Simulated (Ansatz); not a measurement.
One crystal and one scan (frozen-phonon scan) at two levels, PBE (plane waves to 420 eV, PAW, scalar-relativistic; Ansatz, a program for electronic structure) and r2SCAN (plane waves to 500 eV, PAW, scalar-relativistic; Ansatz), each from its own relaxed cell and on its own mesh. The cell shown is that of PBE.

Starting cell, CdS (zinc blende):

```
CdS
1.0
    0.00000     5.92662     5.92662
    2.96331     2.96331     5.92662
    2.96331     2.96331     0.00000
S Cd
2 2
Cartesian
  4.44497   4.44497   4.44497
  4.44497   7.40828   7.40828
  0.00000   0.00000   0.00000
  2.96331   5.92662   2.96331
```

The atoms are displaced by Q × the pattern below (from a DFPT mode at X = (0.5, 0.5, 0.0), largest move 1; Q in Å), at fixed cell. It is one choice among 2 degenerate patterns. (q is in reciprocal vectors of the primitive cell; the cell shown is doubled to hold the pattern.)

```csv
atom,x,y,z
S1,0.650,0.000,0.000
S2,-0.650,0.000,0.000
Cd3,0.000,1.000,0.000
Cd4,0.000,-1.000,0.000
```

CdS was relaxed with its symmetry unable to fall. Percentages come from the unrounded values.

```csv
quantity,PBE,r2SCAN,PBE − r2SCAN
Lattice constant a (Å),5.927,5.878,+0.049 (+0.8 %)
Harmonic wavenumber from the curvature (finite differences) (cm⁻¹ (negative: imaginary)),54,54,0
```

PBE gives the higher value for: lattice constant a. They agree on: harmonic wavenumber from the curvature (within 1.5 %). Both give the same shape of the curve: a single well with its minimum at or next to zero displacement. Neither level is exact: the differences show how much the result hangs on the functional.

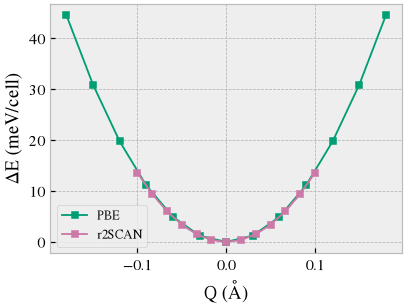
Fig. 1. ΔE, each from the undisplaced structure of its own level.

(A displaced cell: forces are minus the slopes of the energy, force constants its curvatures, and phonons follow from these.)
